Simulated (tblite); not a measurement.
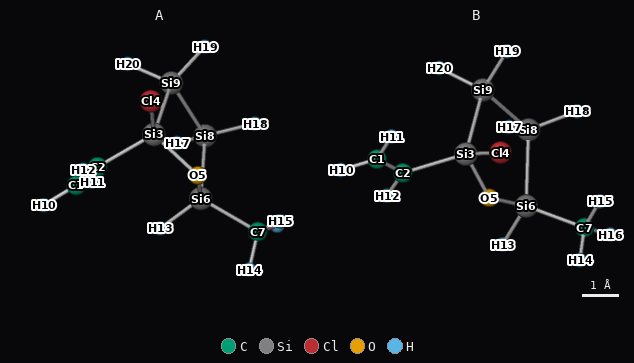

Two geometries of C3H11ClOSi4, drawn at one scale. One is the start of a relaxation, the other its converged end. Style: ball-and-stick. Shown at a tilt.

These are results of GFN2-xTB geometry optimisation, gas phase in tblite 0.8.0, not measurements. 

**Which geometry has the lower energy?**

Structure B is the relaxed one. The atom that moves furthest after the best rigid fit is Cl4 (1.74 Å). By element the largest moves are Cl 1.74 Å, O 1.39 Å, H 1.38 Å, C 0.96 Å, Si 0.74 Å. Among the contacts that change: Si3–Si6 2.777 → 3.079 Å, Si8–Si9 2.244 → 2.350 Å, Si3–Si9 2.243 → 2.327 Å, Si6–Si8 2.248 → 2.331 Å. Bond angles that change, for instance: Si3–O5–Si6 108.6° → 139.1°, O5–Si6–H13 113.3° → 101.1°, H17–Si8–H18 113.3° → 103.4°. Groups turn about Si3–O5 by about 75°, C2–Si3 by about 65°, O5–Si6 by about 65°. The energy falls by 26.7 kcal/mol in 186 geometry steps. The run took 4.7 s on 1 thread of Arm Neoverse N1 (shared host).
